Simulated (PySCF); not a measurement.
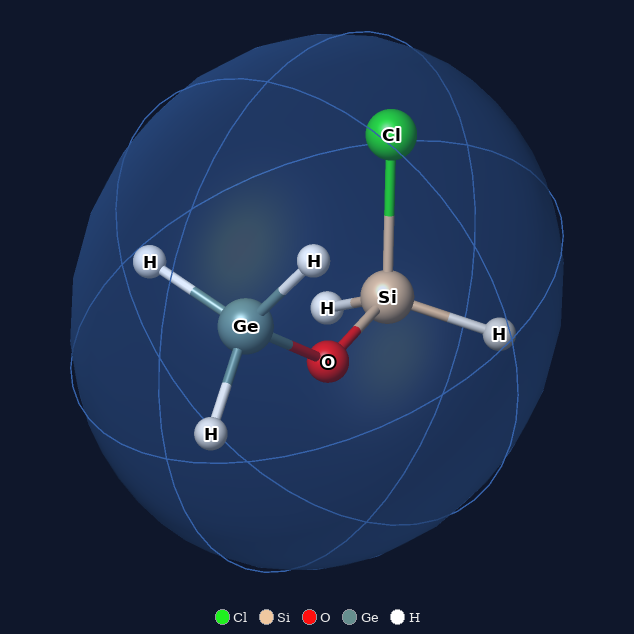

The ellipsoid shows the static dipole polarisability: its half-axes are proportional to the principal values. Computed geometry: PBE0-D3(BJ)/def2-SVP optimisation. No frequency run is at hand to confirm it as a minimum. Level of theory: PBE0/def2-TZVP (PySCF 2.14.0).

**Give the principal values, the mean and the anisotropy.**

Principal values 60.1, 68.7, 73.8 bohr³; mean 67.5 bohr³ (10.01 Å³); anisotropy 12.0 bohr³, so the longest axis is 1.23 times the shortest.
